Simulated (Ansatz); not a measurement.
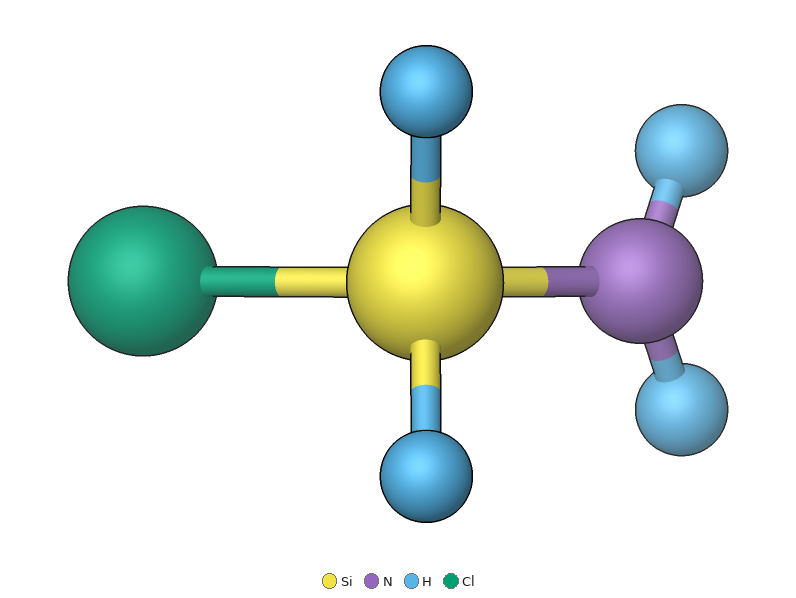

Ball-and-stick drawing of a structure. Every bond is drawn as one stick, whatever its order.

**Which formula does it have?**

ClH₄NSi, 7 atoms: 1 chlorine, 4 hydrogen, 1 nitrogen and 1 silicon.

**How many bonds of each kind are drawn?**

2 N–H, 2 Si–H, 1 N–Si, 1 Cl–Si. Sticks follow a distance rule.

**Give the symmetry (Schoenflies symbol).**

Cs.

**How many atoms are distinct by symmetry?**

5: 1 Si, 1 N, 2 H, 1 Cl, 2 H.

More results for the same structure follow; atom numbers are the same in all pictures, views and colours differ. Computed geometry: PBE0-D4/def2-TZVP optimisation.

## Dipole moment

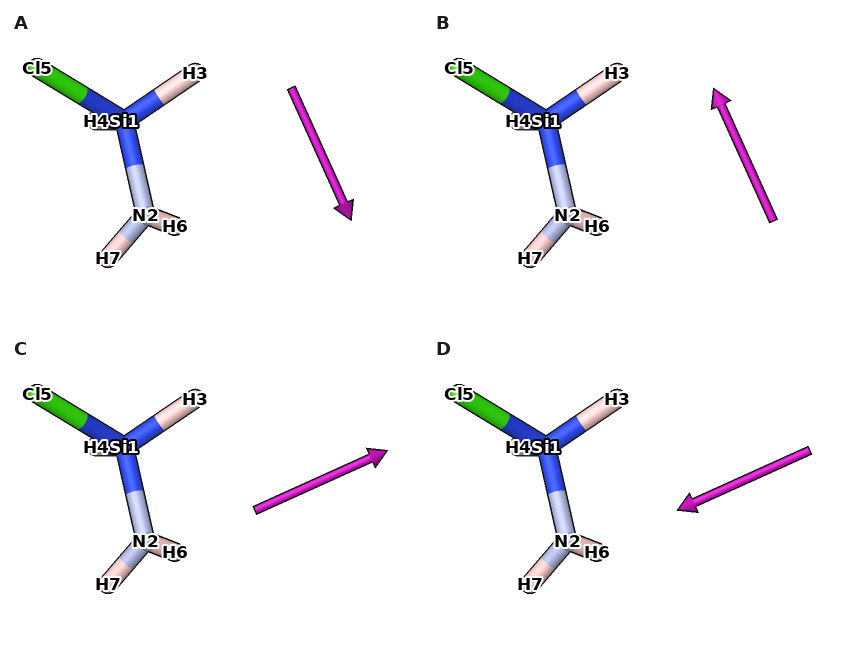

The same molecule four times, each with an arrow. Method: RKS PBE0-D4/def2-TZVP (Ansatz 0.2.0).

**Which arrow points along the dipole moment, from the negative to the positive end?**

A. The dipole moment is 2.02 D; it points from the side of Cl5 to the side of H6, H7 (the outermost atoms at the two ends).

## Thermal motion

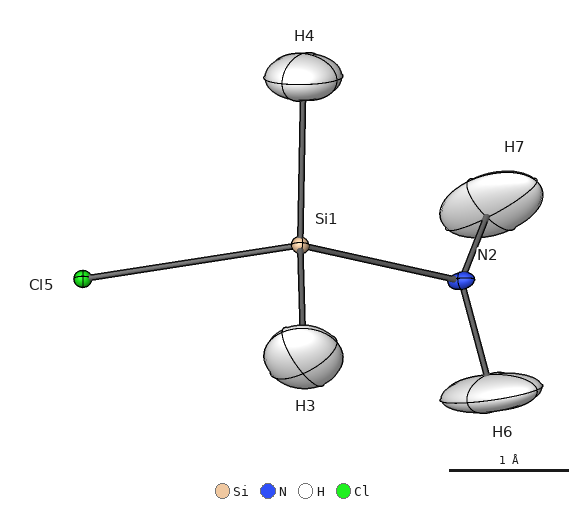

Displacement ellipsoids at the 50 % level, enlarged 1.5 times, from the internal vibrations of the free molecule (harmonic, no overall translation or rotation; no half-axis is drawn under 0.075 Å). Vibrations computed with RKS PBE0-D4/def2-TZVP (Ansatz 0.2.0). Temperature: 100 K.

**Which atom moves most?**

H6, H7, with U_eq = 0.0250 Å².

**Does H7 move more along its bond or across it?**

Across it: the root-mean-square amplitude is 0.069 Å along the bond and up to 0.231 Å across, since bending and torsion are softer than stretching.

List U_eq and the three principal root-mean-square amplitudes for each kind of atom.

```tsv
atom	U_eq (Å²)	rms amplitudes (Å)
Si1	0.00057	0.015, 0.022, 0.031
N2	0.0013	0.019, 0.028, 0.052
H3, H4	0.0163	0.086, 0.143, 0.145
Cl5	0.00033	0.006, 0.014, 0.027
H6, H7	0.0250	0.068, 0.131, 0.231
```

## Vibrations

Harmonic vibrations computed with RKS PBE0-D4/def2-TZVP (Ansatz 0.2.0) at a stationary point of the same level.

**How many vibrational modes are there, and where do they lie?**

15 modes: 233, 243, 430, 526, 536, 759, 875, 899, 912, 940, 1585, 2261, 2271, 3603, 3696 cm⁻¹.
